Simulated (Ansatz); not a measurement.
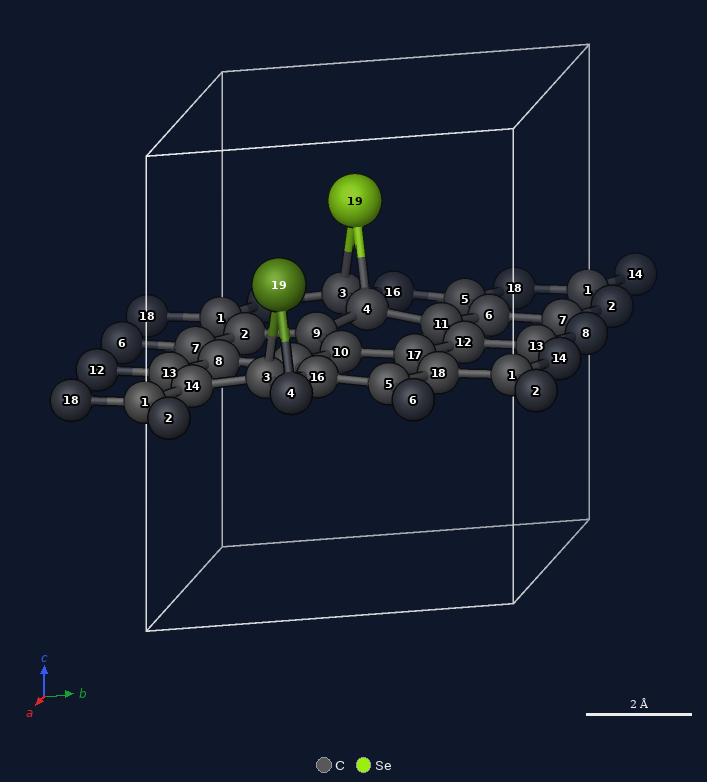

Fig. 1: The structure as given in the input (ball-and-stick view of the cell of the calculation, with the vacuum cut short, seen slightly off an axis; neighbours outside the cell are drawn fainter; atoms are numbered from 1 in the order of the input).

**Nudged elastic band, with input and output: C$_{18}$Se (part 1 of 2)**

System: C$_{18}$Se (slab, 19 atoms in the cell).
Method: DFT PBEsol, scalar-relativistic, plane waves, PAW, no spin polarisation (Ansatz 0.2.0).

One setting was made poor on purpose. It belongs to a series of runs on one base structure; here: band between the two ends. Figures and captions count atoms from 1; the log counts them from 0 in places.

**Input file**
```yaml
crystal:
  lattice:
    - [7.398, 0.0, 0.0]
    - [-3.699, 6.406856, 0.0]
    - [0.0, 0.0, 11.0]
  atoms:
    - { symbol: C, position: [-0.00501534, -0.00521976, 0.08457638] }
    - { symbol: C, position: [0.22061891, 0.10758509, 0.08461067] }
    - { symbol: C, position: [-0.00698041, 0.32655807, 0.11246598] }
    - { symbol: C, position: [0.22257894, 0.44131702, 0.11249596] }
    - { symbol: C, position: [-0.00501941, 0.66031266, 0.08472289] }
    - { symbol: C, position: [0.22063075, 0.77314047, 0.08477175] }
    - { symbol: C, position: [0.33169206, -0.00410717, 0.0823] }
    - { symbol: C, position: [0.55223306, 0.10615957, 0.08604852] }
    - { symbol: C, position: [0.33102653, 0.32531395, 0.09152881] }
    - { symbol: C, position: [0.55270685, 0.43885849, 0.08648518] }
    - { symbol: C, position: [0.33106772, 0.66584656, 0.09164798] }
    - { symbol: C, position: [0.55267444, 0.77397905, 0.08647108] }
    - { symbol: C, position: [0.66289427, -0.00604459, 0.08639229] }
    - { symbol: C, position: [0.88457707, 0.10208232, 0.09151363] }
    - { symbol: C, position: [0.66292596, 0.32911761, 0.08643377] }
    - { symbol: C, position: [0.88455076, 0.44257956, 0.09159524] }
    - { symbol: C, position: [0.6634018, 0.66175641, 0.08612862] }
    - { symbol: C, position: [0.88393112, 0.77201469, 0.08228496] }
    - { symbol: Se, position: [0.10792201, 0.38376481, 0.29116278] }
basis:
  ecutwfc: 420.0
kpoints:
  mp_grid: { grid: [2, 2, 1] }
hamiltonian:
  xc: pbesol
scf:
  occupations: { method: gaussian, width: 0.02 }
  lower_state_search: "off"
  max_iter: 64
neb:
  images: 3
  f_tol: 0.2
  max_iterations: 50
  order_check: false
  final_atoms:
    - { symbol: C, position: [0.0032662, 0.00641041, 0.08626386] }
    - { symbol: C, position: [0.22622642, 0.11906881, 0.08502523] }
    - { symbol: C, position: [0.00368635, 0.34070603, 0.10678283] }
    - { symbol: C, position: [0.22969815, 0.45433065, 0.09412226] }
    - { symbol: C, position: [0.00376193, 0.67475289, 0.0863583] }
    - { symbol: C, position: [0.22592659, 0.78518652, 0.08417435] }
    - { symbol: C, position: [0.33719959, 0.00773251, 0.08303355] }
    - { symbol: C, position: [0.55950905, 0.11906881, 0.08502523] }
    - { symbol: C, position: [0.33798518, 0.34074693, 0.08769872] }
    - { symbol: C, position: [0.55946428, 0.4522619, 0.08672053] }
    - { symbol: C, position: [0.33765763, 0.67475289, 0.0863583] }
    - { symbol: C, position: [0.55980067, 0.78540656, 0.08545831] }
    - { symbol: C, position: [0.66981087, 0.00641041, 0.08626386] }
    - { symbol: C, position: [0.89066752, 0.11466837, 0.09296441] }
    - { symbol: C, position: [0.66942841, 0.34074693, 0.08769872] }
    - { symbol: C, position: [0.89129917, 0.45433065, 0.09412226] }
    - { symbol: C, position: [0.67050959, 0.67435251, 0.08722188] }
    - { symbol: C, position: [0.89227255, 0.78540656, 0.08545831] }
    - { symbol: Se, position: [0.00590388, 0.34514109, 0.29652179] }
```

Hardware: 1 thread of Arm Neoverse V1, 24 GiB of memory available, shared host.

Launched with:
```bash
ansatz run input.yaml --threads 1 --pin off --max-ram 3072MiB --backend cpu --events-out ev --progress --plain --runs-dir out
```

**Log**
```
Warning: neb: disabling space-group detection — the band's intermediate images generally break the endpoint symmetry, so no spatial operation reduces the k-mesh or symmetrises the density, except that a semilocal band can use its path's symmetry ahead of convergence; time reversal is kept, so that k and −k are solved as one point where they differ and the mesh holds both, and exact exchange and, on two spinor components, a DFT+U term hold to it where the run has them: on two components no moment then forms, and a state that bears one, which a typed moment (crystal.atoms[].spin; refused beside efield: under a hybrid functional) reaches, can lie lower, under hf by electronvolts; crystal.symmetry.detect: false (a key that needs symmetry detection or time reversal refuses this as the deck is read) with time_reversal: false beside it drops time reversal too
Engine: ansatz 0.2.0, aarch64-unknown-linux-gnu
Pseudopotentials: kind: paw
Pseudopotential: C, paw, valence charge 4, recommended cutoff 420 eV (normal), C.paw.azcp
Pseudopotential: Se, paw, valence charge 16, recommended cutoff 420 eV (normal), Se.paw.azcp
Functional definition: PBEsol
  exchange = pbesol_x
  correlation = pbesol_c
NEB image 0
Crystal: 19 atoms, lattice volume = 521.377 Å³
Basis set: ecut = 420 eV, 10225 PW (Γ), exchange–correlation on 100×100×150 points (8 copies of the dense FFT grid, shifted against one another)
Bands: 63, of which v1, the nominal top of the filled ones, is band 44 counted from 1 (43 counted from 0)
Symmetry: 1 space group operations
k-points: 4
Non-local potential: C, projectors of the file, l = 0: 2, l = 1: 2, l = 2: 1
Non-local potential: Se, projectors of the file, l = 0: 2, l = 1: 2, l = 2: 3, l = 3: 1
PAW form: soft (Blöchl's): semilocal exchange-correlation on the pseudo side does not see the compensation charge
PAW frozen core: C, regenerated for the run's functional, and the local potential with it (the file was generated under x = pbe(κ = 0.804, μ = 0.2195149727645171), c = pbe(β = 0.06672455060314922))
PAW frozen core: Se, regenerated for the run's functional, and the local potential with it (the file was generated under x = pbe(κ = 0.804, μ = 0.2195149727645171), c = pbe(β = 0.06672455060314922))
PAW one-centre angular grid: C, 110 points (default); XC on 64 Gauss nodes
PAW one-centre angular grid: Se, 590 points (default); XC on 64 Gauss nodes
Initial density: superposition of atomic densities (neutral atoms: chi_scale 0, normalization atom), corrected by the library's trained network
Initial wavefunctions: pseudopotential atomic-orbital guess
Functional: x = pbesol(κ = 0.804, μ = 0.12345679012345678), c = pbesol(β = 0.046)
SCF iter   1: F=—  HF=-9861.971813 eV  |F-HF|=—  |Δ(HF+E_count)|=         —  Δρ=5.57e-3  dr2=3.15e-1  ethr=1.77e-3  ⟨swp⟩=12.8  Hψ=1643  notcnv=0  defer=22
preconditioner: auto → Resta (q_TF=auto, 2.028 Å⁻¹)  ε∞=2.1  [insulator: Δε(μ)=0.310 eV  Ē_g=13.891 eV  σ=0.020 eV  W_gap=1.00  n_scr=72 (ndim 8)  ℏωp=14.4 eV  f_vac=0.609  D(μ)=0.00/eV (n_scr^D=0)  ε∞_Penn≈2.1  vacuum switching on, ρ_ref=1.4e-2 e/Å³]
SCF iter   2: F=—  HF=-9861.929186 eV  |F-HF|=—  |Δ(HF+E_count)|=   4.26e-2  Δρ=2.60e-3  dr2=6.38e-2  ethr=3.58e-4  ⟨swp⟩=3.0  Hψ=423  notcnv=0  defer=49
SCF iter   3: F=—  HF=-9861.921095 eV  |F-HF|=—  |Δ(HF+E_count)|=   8.09e-3  Δρ=1.28e-3  dr2=6.88e-3  ethr=7.25e-5  ⟨swp⟩=2.2  Hψ=311  notcnv=0  defer=49
SCF iter   4: F=—  HF=-9861.924756 eV  |F-HF|=—  |Δ(HF+E_count)|=   3.66e-3  Δρ=3.97e-4  dr2=1.80e-3  ethr=7.82e-6  ⟨swp⟩=3.5  Hψ=446  notcnv=0  defer=49
SCF iter   5: F=—  HF=-9861.924944 eV  |F-HF|=—  |Δ(HF+E_count)|=   1.89e-4  Δρ=1.12e-4  dr2=5.49e-5  ethr=2.05e-6  ⟨swp⟩=3.2  Hψ=328  notcnv=0  defer=49
SCF iter   6: F=—  HF=-9861.924744 eV  |F-HF|=—  |Δ(HF+E_count)|=   2.00e-4  Δρ=3.63e-5  dr2=9.20e-6  ethr=6.24e-8  ⟨swp⟩=2.8  Hψ=438  notcnv=0  defer=49
SCF iter   7: F=—  HF=-9861.924745 eV  |F-HF|=—  |Δ(HF+E_count)|=   1.22e-6  Δρ=1.39e-5  dr2=9.26e-7  ethr=1.05e-8  ⟨swp⟩=2.0  Hψ=322  notcnv=0  defer=49
SCF iter   8: F=—  HF=-9861.924746 eV  |F-HF|=—  |Δ(HF+E_count)|=   1.04e-6  Δρ=6.29e-6  dr2=4.06e-7  ethr=1.05e-9  ⟨swp⟩=2.0  Hψ=379  notcnv=0  defer=49
SCF iter   9: F=-9861.924746 eV  HF=-9861.924746 eV  |F-HF|=7.13e-10  |Δ(HF+E_count)|=   4.54e-8  Δρ=1.59e-6  dr2=1.62e-8  ethr=1.14e-10  ⟨swp⟩=3.0  Hψ=922  notcnv=0
SCF 1 converged in 9 iterations: F = -9861.924746 eV  dr2 = 1.62e-8
  greatest PAW one-centre occupation: 1.000 electrons in one spin orbital (limit 2), on the Se atom at site 18 (counted from 0), in its partial waves of l = 2
NSCF: frozen V_eff on 4 k-points
NEB image 4
SCF iter   1: F=—  HF=-9861.852579 eV  |F-HF|=—  |Δ(HF+E_count)|=         —  Δρ=9.38e-3  dr2=8.70e-1  ethr=1.77e-3  ⟨swp⟩=11.8  Hψ=1587  notcnv=0  defer=26
preconditioner: auto → Resta (q_TF=auto, 2.028 Å⁻¹)  ε∞=2.1  [insulator: Δε(μ)=0.172 eV  Ē_g=13.898 eV  σ=0.020 eV  W_gap=1.00  n_scr=72 (ndim 8)  ℏωp=14.4 eV  f_vac=0.606  D(μ)=0.00/eV (n_scr^D=0)  ε∞_Penn≈2.1  vacuum switching on, ρ_ref=1.4e-2 e/Å³]
SCF iter   2: F=—  HF=-9861.764964 eV  |F-HF|=—  |Δ(HF+E_count)|=   8.76e-2  Δρ=5.71e-3  dr2=6.00e-1  ethr=9.89e-4  ⟨swp⟩=3.5  Hψ=431  notcnv=0  defer=48
SCF iter   3: F=—  HF=-9861.696367 eV  |F-HF|=—  |Δ(HF+E_count)|=   6.86e-2  Δρ=2.70e-3  dr2=6.40e-2  ethr=6.82e-4  ⟨swp⟩=2.0  Hψ=319  notcnv=0  defer=48
SCF iter   4: F=—  HF=-9861.689950 eV  |F-HF|=—  |Δ(HF+E_count)|=   6.42e-3  Δρ=1.10e-3  dr2=4.84e-3  ethr=7.27e-5  ⟨swp⟩=2.5  Hψ=284  notcnv=0  defer=47
SCF iter   5: F=—  HF=-9861.691788 eV  |F-HF|=—  |Δ(HF+E_count)|=   1.84e-3  Δρ=2.50e-4  dr2=7.65e-4  ethr=5.50e-6  ⟨swp⟩=2.5  Hψ=362  notcnv=0  defer=47
SCF iter   6: F=—  HF=-9861.691892 eV  |F-HF|=—  |Δ(HF+E_count)|=   1.04e-4  Δρ=8.83e-5  dr2=4.43e-5  ethr=8.69e-7  ⟨swp⟩=3.2  Hψ=375  notcnv=0  defer=47
SCF iter   7: F=—  HF=-9861.691661 eV  |F-HF|=—  |Δ(HF+E_count)|=   2.32e-4  Δρ=3.11e-5  dr2=1.36e-5  ethr=5.04e-8  ⟨swp⟩=2.0  Hψ=314  notcnv=0  defer=47
SCF iter   8: F=—  HF=-9861.691662 eV  |F-HF|=—  |Δ(HF+E_count)|=   1.32e-6  Δρ=9.62e-6  dr2=1.06e-6  ethr=1.54e-8  ⟨swp⟩=3.0  Hψ=354  notcnv=0  defer=47
SCF iter   9: F=-9861.691662 eV  HF=-9861.691662 eV  |F-HF|=7.84e-9  |Δ(HF+E_count)|=   1.09e-7  Δρ=3.54e-6  dr2=8.29e-8  ethr=1.14e-10  ⟨swp⟩=4.0  Hψ=939  notcnv=0
SCF 2 converged in 9 iterations: F = -9861.691662 eV  dr2 = 8.29e-8
NSCF: frozen V_eff on 4 k-points
NEB end point (image 0): max|allowed force component| = 1.742e-2 eV/Å (the criterion of neb.relax_end_points is 4.000e-2)
NEB end point (image 4): max|allowed force component| = 2.557e-3 eV/Å (the criterion of neb.relax_end_points is 4.000e-2)
NEB image 1
SCF iter   1: F=—  HF=-9861.936097 eV  |F-HF|=—  |Δ(HF+E_count)|=         —  Δρ=6.17e-3  dr2=4.00e-1  ethr=1.77e-3  ⟨swp⟩=12.0  Hψ=1619  notcnv=0  defer=31
preconditioner: auto → Resta (q_TF=auto, 2.028 Å⁻¹)  ε∞=2.1  [insulator: Δε(μ)=0.254 eV  Ē_g=13.895 eV  σ=0.020 eV  W_gap=1.00  n_scr=72 (ndim 8)  ℏωp=14.4 eV  f_vac=0.608  D(μ)=0.00/eV (n_scr^D=0)  ε∞_Penn≈2.1  vacuum switching on, ρ_ref=1.4e-2 e/Å³]
SCF iter   2: F=—  HF=-9861.883632 eV  |F-HF|=—  |Δ(HF+E_count)|=   5.25e-2  Δρ=3.04e-3  dr2=1.06e-1  ethr=4.54e-4  ⟨swp⟩=3.2  Hψ=427  notcnv=0  defer=53
SCF iter   3: F=—  HF=-9861.868388 eV  |F-HF|=—  |Δ(HF+E_count)|=   1.52e-2  Δρ=1.46e-3  dr2=9.80e-3  ethr=1.21e-4  ⟨swp⟩=2.0  Hψ=294  notcnv=0  defer=53
SCF iter   4: F=—  HF=-9861.871875 eV  |F-HF|=—  |Δ(HF+E_count)|=   3.49e-3  Δρ=5.15e-4  dr2=2.75e-3  ethr=1.11e-5  ⟨swp⟩=2.5  Hψ=436  notcnv=0  defer=53
SCF iter   5: F=—  HF=-9861.872155 eV  |F-HF|=—  |Δ(HF+E_count)|=   2.80e-4  Δρ=1.43e-4  dr2=1.05e-4  ethr=3.13e-6  ⟨swp⟩=2.2  Hψ=303  notcnv=0  defer=53
[...]
NEB image 2
preconditioner: auto → Resta (q_TF=auto, 2.028 Å⁻¹)  ε∞=2.1  [insulator: Δε(μ)=0.193 eV  Ē_g=13.898 eV  σ=0.020 eV  W_gap=1.00  n_scr=72 (ndim 8)  ℏωp=14.4 eV  f_vac=0.607  D(μ)=0.00/eV (n_scr^D=0)  ε∞_Penn≈2.1  vacuum switching on, ρ_ref=1.4e-2 e/Å³]
NEB image 3
preconditioner: auto → Resta (q_TF=auto, 2.028 Å⁻¹)  ε∞=2.1  [insulator: Δε(μ)=0.155 eV  Ē_g=13.902 eV  σ=0.020 eV  W_gap=1.00  n_scr=72 (ndim 8)  ℏωp=14.4 eV  f_vac=0.607  D(μ)=0.00/eV (n_scr^D=0)  ε∞_Penn≈2.1  vacuum switching on, ρ_ref=1.4e-2 e/Å³]
NEB iter   1: max|band force component| = 3.818e-1 eV/Å  barrier→ = 0.2186 eV  barrier← = -0.0145 eV  CI = image 3  Δτ_max = 0.0801 Å  (47 SCF iters)
NEB image 1
Initial density: handed on by an earlier stage of this run
Initial wavefunctions: those handed on with the density
preconditioner: auto → Resta (q_TF=auto, 2.028 Å⁻¹)  ε∞=2.1  [insulator: Δε(μ)=0.262 eV  Ē_g=13.868 eV  σ=0.020 eV  W_gap=1.00  n_scr=72 (ndim 8)  ℏωp=14.4 eV  f_vac=0.610  D(μ)=0.00/eV (n_scr^D=0)  ε∞_Penn≈2.1  vacuum switching on, ρ_ref=1.4e-2 e/Å³]
NEB image 2
preconditioner: auto → Resta (q_TF=auto, 2.028 Å⁻¹)  ε∞=2.1  [insulator: Δε(μ)=0.205 eV  Ē_g=13.871 eV  σ=0.020 eV  W_gap=1.00  n_scr=72 (ndim 8)  ℏωp=14.4 eV  f_vac=0.608  D(μ)=0.00/eV (n_scr^D=0)  ε∞_Penn≈2.1  vacuum switching on, ρ_ref=1.4e-2 e/Å³]
NEB image 3
preconditioner: auto → Resta (q_TF=auto, 2.028 Å⁻¹)  ε∞=2.1  [insulator: Δε(μ)=0.139 eV  Ē_g=13.870 eV  σ=0.020 eV  W_gap=1.00  n_scr=72 (ndim 8)  ℏωp=14.4 eV  f_vac=0.607  D(μ)=0.00/eV (n_scr^D=0)  ε∞_Penn≈2.1  vacuum switching on, ρ_ref=1.4e-2 e/Å³]
NEB image 1
NSCF: frozen V_eff on 4 k-points
NEB image 2
NSCF: frozen V_eff on 4 k-points
NEB image 3
NSCF: frozen V_eff on 4 k-points
the band table was solved once a step of the walk had ended and its energy, with any forces and stress, was formed, with the checks that follow a solve (1504 applications of the Hamiltonian). They found nothing against the state; the energy, forces and stress were not computed again (output.eigenvalues in the input reference)
NEB iter   2: max|band force component| = 1.974e-1 eV/Å  barrier→ = 0.2274 eV  barrier← = -0.0056 eV  CI = image 3  Δτ_max = 0.0000 Å  (23 SCF iters)
```

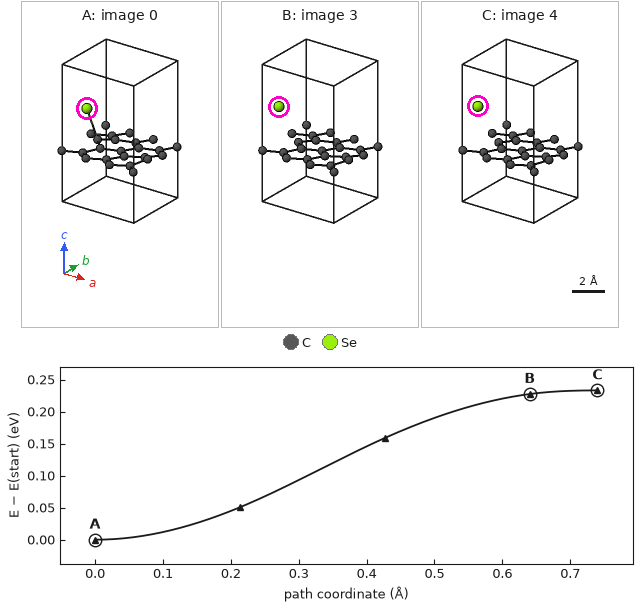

Fig. 2: Images of the last band (counted from 0; ball-and-stick, simulation cell, with the vacuum cut short, seen slightly off an axis), with the moving atom and its periodic copies ringed, above the energy along the path; the line is a cubic interpolation that uses the forces. No image lies above both ends; the end is 0.233 eV above the start. The path is 0.74 Å long, and Se19 moves most (0.66 Å). The band converged in 2 iterations.

```
Free energy (F): -9861.697308 eV
Harris-Foulkes:  -9861.697308 eV  (|F-HF|=2.49e-8)
Internal energy: -9861.697308 eV  (E = F + TS)
E sigma→0 (E₀):  -9861.697308 eV
Entropy (-TS):   -0.000000 eV (-0.000 meV/atom)
Fermi energy:    -0.500442 eV
--- Per-component energies (eV) ---
  E_band       = -1219.417199
  E_kinetic    = 1748.602244
  E_local      = -19540.376103  (includes V_loc(G=0)·N_el)
  E_nonlocal   = -99.922484
  E_hartree    = 8869.156926
  E_xc         = -957.260497
  E_vxc        = -1159.018159  (∫ρ·V_xc dr)
  E_paw        = -3586.077868  (= ΣΔE_a)
  E_vpaw       = 92.984811  (= ΣTr[D̂ρ^β])
  E_aug_tail   = -0.000445  (compensation charges beyond the density's cutoff)
  E_ewald      = 3702.792659
  E_core_change = 1.388260  (= ΣΔE_core)
  E_smearing   = -0.000000  (= −TS)
  E_closure    = -0.000000  (closes the sum)
  Σ components = -9861.697308   (vs F -9861.697308, Δ=0.00e0)
```
